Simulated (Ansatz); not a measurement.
Re4RuW

The calculation's input:

```
crystal:
  lattice:
    - [4.3940273067, 0.0, 0.0]
    - [-2.1970136533, 3.8053392726, 0.0]
    - [0.0, 0.0, 5.4730268733]
  atoms:
    - { symbol: Re, position: [0.3333333333, 0.6666666667, 0.2450383311] }
    - { symbol: Re, position: [0.3333333333, 0.6666666667, 0.7549616689] }
    - { symbol: Re, position: [0.6666666667, 0.3333333333, 0.7549616689] }
    - { symbol: Re, position: [0.6666666667, 0.3333333333, 0.2450383311] }
    - { symbol: Ru, position: [0.0, 0.0, 0.5] }
    - { symbol: W, position: [0.0, 0.0, 0.0] }
basis:
  ecutwfc: 420
kpoints:
  mp_grid: { grid: [12, 12, 8] }
  band_path:
    path:
      - [[0.0, 0.0, 0.0], [0.5, 0.0, 0.0], [0.33333333, 0.33333333, 0.0], [0.0, 0.0, 0.0], [0.0, 0.0, 0.5], [0.5, 0.0, 0.5], [0.33333333, 0.33333333, 0.5], [0.0, 0.0, 0.5]]
      - [[0.5, 0.0, 0.5], [0.5, 0.0, 0.0]]
      - [[0.33333333, 0.33333333, 0.5], [0.33333333, 0.33333333, 0.0]]
    npoints: 14
hamiltonian:
  xc: pbe
scf:
  occupations: { method: gaussian, width: 0.1 }
  n_extra_bands: 15
output:
  forces: true
  stress: true
  eigenvalues: true
  populations: true
  dos: { projected: true, de: 0.02, nscf_kmesh: { grid: [15, 15, 10] } }
  bader: true
  write_density: true
  write_potential: true
  elf: true
  volumetric_format: npy
```

Launched as:

```sh
ansatz run input.yaml --threads 1 --pin off --max-ram 2560MiB --backend cpu --events-out ev --progress --plain --runs-dir out
```

Below, planes, directions and counts refer to the conventional cell (a = 4.39 Å, b = 4.39 Å, c = 5.47 Å, α = 90.00°, β = 90.00°, γ = 120.00°).

Space group P6/mmm; a structure generated by program, which may or may not match a known phase; computed without spin polarisation.

All numbers below come from Ansatz, DFT PBE, scalar-relativistic, plane waves, PAW.

Predict the valence pseudo-density and electron localisation function between the atoms.

Answer. Re–Re (2.54 Å): ρ is about 0.65 e/Å³ halfway; the ELF is about 0.50 at the midpoint.
Ru–W (2.74 Å): the density is about 0.38 e/Å³ at the midpoint; the ELF is about 0.35 at the midpoint.
Re–W (2.87 Å): ρ at the midpoint is about 0.35 e/Å³; the ELF is about 0.35 at the midpoint.
Re–Ru (2.90 Å): ρ is about 0.32 e/Å³ halfway; the ELF is about 0.35 at the midpoint.
Bader's partition of the density gives Re −0.08, Ru −0.32 and W +0.65 e.

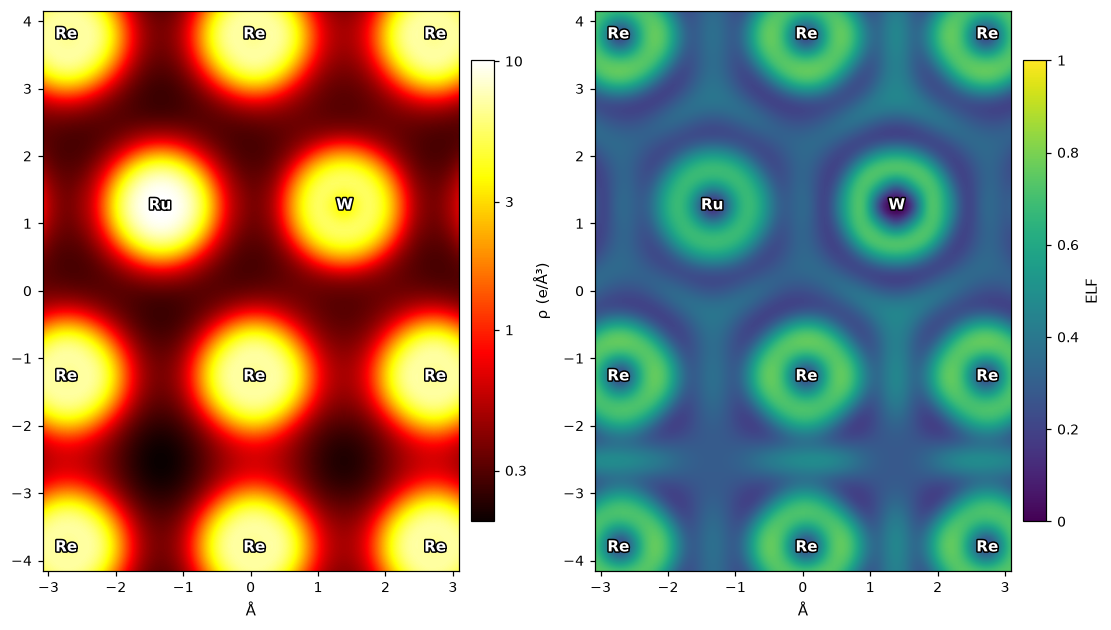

Computed valence pseudo-density and electron localisation function on the (110) plane of the conventional cell, in this order. 

The density is the valence pseudo-density of a PAW calculation; it isn't the true density close to the nuclei.
